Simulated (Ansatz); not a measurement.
```xyz
7

O    -0.1029   -1.5752   -0.2593
B    -0.4407   -0.3506   -0.6431
Si    0.3672    1.1064    0.6049
Cl    1.5379    0.5410    2.1329
H    -0.4490   -2.3171   -0.8026
H    -1.1238   -0.0009   -1.5791
H     0.2113    2.5965    0.5463
```

Theory: RKS PBE-D4/def2-SVP (Ansatz).

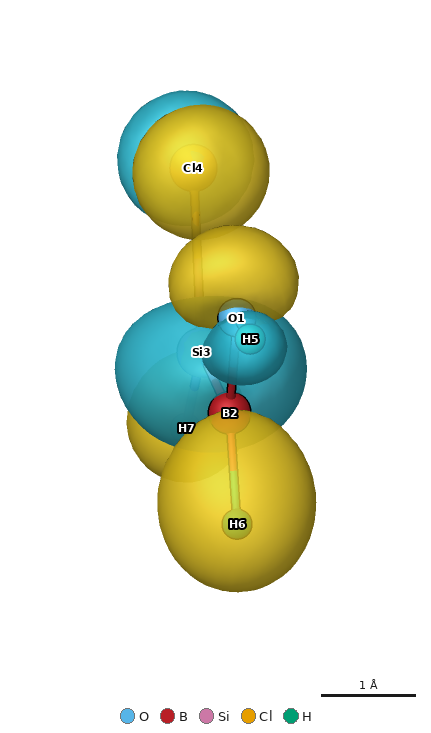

BClH₃OSi (charge +1). One frontier orbital at ±0.15 Å⁻³ᐟ² (yellow and cyan are the two phases), seen at an oblique angle.

Which orbital is it: HOMO or LUMO?

Answer. The HOMO, at −12.62 eV. By Hirshfeld shares it lies mainly on B2 (about 20 %), Si3 (about 20 %), Cl4 (about 20 %), H6 (about 15 %), O1 (about 15 %) and H7 (about 10 %); it is symmetric in the molecular plane (an in-plane orbital: σ, lone-pair or in-plane π type).
